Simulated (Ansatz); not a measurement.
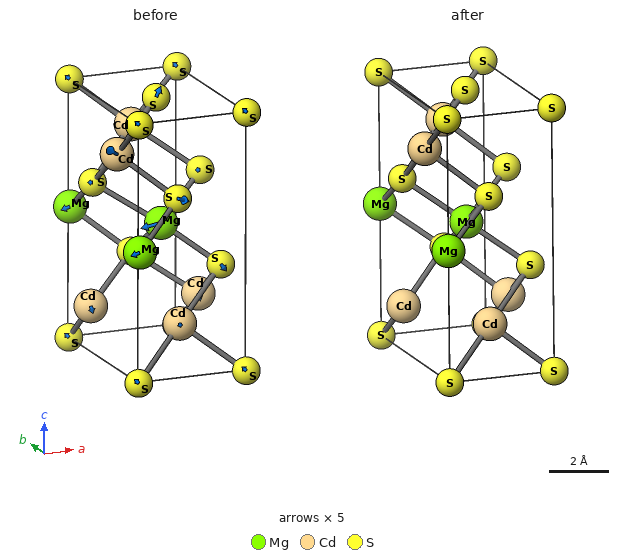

The structure of solid MgCd₂S₃ (a generated structure, set up in P1) (coarse preliminary run) before (left) and after (right) a relaxation, at one scale. The blue arrows give the displacements (the part carried along by the change of the cell is left out), magnified 5 times.

Style: ball-and-stick. Shown: the cell of the calculation, slightly off an axis.

These are results of DFT PBE, scalar-relativistic, plane waves, PAW in Ansatz 0.2.0, not measurements. Set-up: plane-wave cutoff 420 eV; k-point mesh 4 × 2 × 2; occupations gaussian; smearing width 0.1 eV; no spin polarisation; cell and atoms relaxed; force threshold 0.025 eV/Å; at most 60 steps.

Summarise the run.

The largest move relative to the cell is that of a Cd atom, 0.17 Å roughly along [−3 −2 1]. Largest moves by element: Cd 0.17 Å, Mg 0.15 Å, S 0.12 Å. The drawn cell changes at constant volume: a 3.935 → 3.837 Å (−2.5 %), b 6.582 → 6.625 Å (+0.7 %), c 9.190 → 9.362 Å (+1.9 %), α 90.3° → 89.9°, β 88.7° → 90.0°, γ 91.2° → 90.0°. Near-neighbour distances that change, for instance: Mg–S 2.843 → 2.653 Å, Cd–S 2.916 → 2.746 Å, Mg–S 2.493 → 2.652 Å, Cd–S 2.586 → 2.742 Å. Among the angles between lasting bonds that change: S–Mg–S 169.7° → 180.0°, S–Cd–S 82.2° → 91.1°, S–Cd–S 171.6° → 179.7°. Within 0.06 Å the space group is P1 at the start and P-3m1 at the end; at a tighter tolerance small leftover displacements or strains of the cell lower it. After 5 accepted moves (6 points after the start) the energy has fallen by 0.320 eV per cell of the calculation. The largest force component goes from 0.57 to 0.0021 eV/Å. Pressure: 0.83 GPa at the start and 0.00 GPa at the end. The SCF was repeated once at an unchanged geometry on a basis and grid sized afresh for the cell, which shifted the energy by 0.1 meV per cell of the calculation at most.
